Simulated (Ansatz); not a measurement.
## Single-point calculation of C2H3FSn (charge −1)

The run: single-point calculation of C2H3FSn, charge −1, multiplicity 2. Method and program: UKS r2SCAN50-d3bjatm/def2-TZVP (Ansatz 0.2.0).

Some settings of this run were made unusual or wrong on purpose. The geometry comes from this level: PBE0-D4/def2-TZVP.

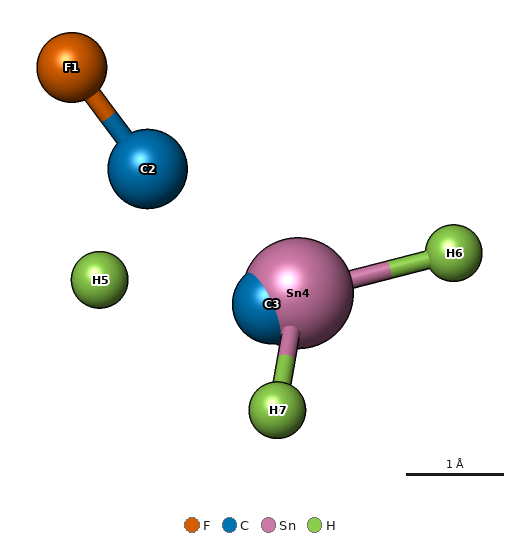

Fig. 1: The structure (ball-and-stick view, seen at a tilt; atoms are numbered from 1 in the order of the input). Sticks mark near contacts.

## Input file
```yaml
crystal:
  periodic: [false, false, false]
  atoms:
    - {symbol: F, position_ang: [0.934348, -1.531265, 1.585198]}
    - {symbol: C, position_ang: [0.445675, -0.729489, 0.647623]}
    - {symbol: C, position_ang: [-0.278149, 1.000343, -0.033032]}
    - {symbol: Sn, position_ang: [-0.578149, 0.950343, -0.033032]}
    - {symbol: H, position_ang: [0.885877, -1.435249, -1.427863]}
    - {symbol: H, position_ang: [-2.276831, 0.977989, -0.076911]}
    - {symbol: H, position_ang: [0.172349, 2.474693, -0.069132]}
basis:
  gaussian: {orbitals: def2-TZVP}
total_charge: -1
magnetization: {spin_polarized: true, initial_magnetization: 1}
hamiltonian: {xc: {name: r2SCAN50}, dispersion: d3bjatm}
```

Machine: 2 threads of Arm Neoverse V2, 23 GiB of memory available, shared host.

Launched with:
```bash
ansatz run in.yaml --threads 2 --pin off --events-out ev --progress --plain --max-ram 4352MiB
```

## The program's output
```
Functional definition: r2SCAN50
  name "r2SCAN50"
  cite "Bursch, Neugebauer, Ehlert & Grimme, J. Chem. Phys. 156, 134105 (2022) doi:10.1063/5.0086040"
  cite "Furness, Kaplan, Ning, Perdew & Sun, J. Phys. Chem. Lett. 11, 8208 (2020) doi:10.1021/acs.jpclett.0c02405"
  cite "Furness, Kaplan, Ning, Perdew & Sun, J. Phys. Chem. Lett. 11, 9248 (2020) doi:10.1021/acs.jpclett.0c03077"
  parent r2scan
  parameter a = 0.5
  parameter k0 = 0.174
  parameter k1 = 0.065
  parameter a1 = 4.9479
  exchange = (1 - a)*r2scan_x(k0 = k0, k1 = k1, a1 = a1) + a*exact_x
  correlation = r2scan_c
1233 factors; their error is unknown
mean field evaluation 1: about -8307.2812 eV, gradient 4.8e1 eV
mean field evaluation 2: about -8307.4973 eV, gradient 4.2e1 eV
mean field evaluation 4: about -8313.5805 eV, gradient 5.8e0 eV
mean field evaluation 8: about -8313.7936 eV, gradient 2.8e-1 eV
mean field evaluation 16: about -8313.8051 eV, gradient 1.0e-1 eV
mean field evaluation 32: about -8314.0752 eV, gradient 1.6e-3 eV
mean field evaluation 64: about -8313.2773 eV, gradient 4.1e0 eV
mean field -8314.07520236 eV, -305.5366282041 hartree, gradient 1.9e-5 eV, S^2 1.056117; 8 other end points of the search recorded, 0 dependent functions left out
reference -8314.07521545 eV, -305.5366286854 hartree; 24, 23 occupied and 137, 138 virtual orbitals, 1233 factors
Total energy: -8314.12902818 eV, -305.5386062666 hartree
```

## Outcome

```tsv
quantity	value
outcome	converged
total energy	−8314.1290 eV
mean-field energy	−8314.0752 eV
dispersion energy	−0.0538 eV
⟨S²⟩	1.056
SCF solution under orbital rotations	stable
wall time	57 s (CPU time 1.9 min)
peak memory	0.69 GiB
```

## What went wrong

This input holds a deliberate fault: two atoms are placed far too close. The run converged all the same; its numbers are those of the faulty input and shouldn't be used. ⟨S²⟩ is 1.06 against 0.75 for a pure state: the solution is spin-contaminated.
